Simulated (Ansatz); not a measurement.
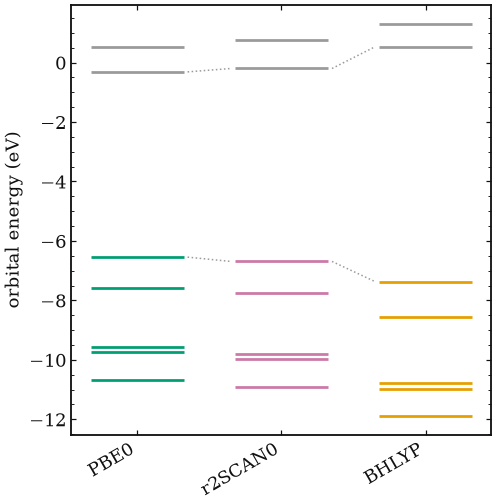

Frontier orbital energies of CH₆Ge₂, SMILES [CH2]1[GeH2][GeH2]1, singlet at one geometry, def2-TZVPP, the Ansatz code 0.2.0, at a PBE0-D4/def2-TZVP geometry (a minimum by its frequencies). Empty levels are grey, levels within 0.1 eV stand side by side; all columns show the same few orbitals around the gap. Dotted lines join the HOMOs and the LUMOs.

How do the frontier levels move from column to column?

Answer. The separation grows from 6.23 eV (PBE0) to 7.91 eV (BHLYP).

| level | HOMO (eV) | LUMO (eV) | separation (eV) |
| --- | --- | --- | --- |
| PBE0 | −6.54 | −0.31 | 6.23 |
| r2SCAN0 | −6.69 | −0.20 | 6.49 |
| BHLYP | −7.37 | 0.54 | 7.91 |

Caveats, for all or some of the runs: empty levels above zero depend strongly on the basis; no scalar relativity up to krypton.
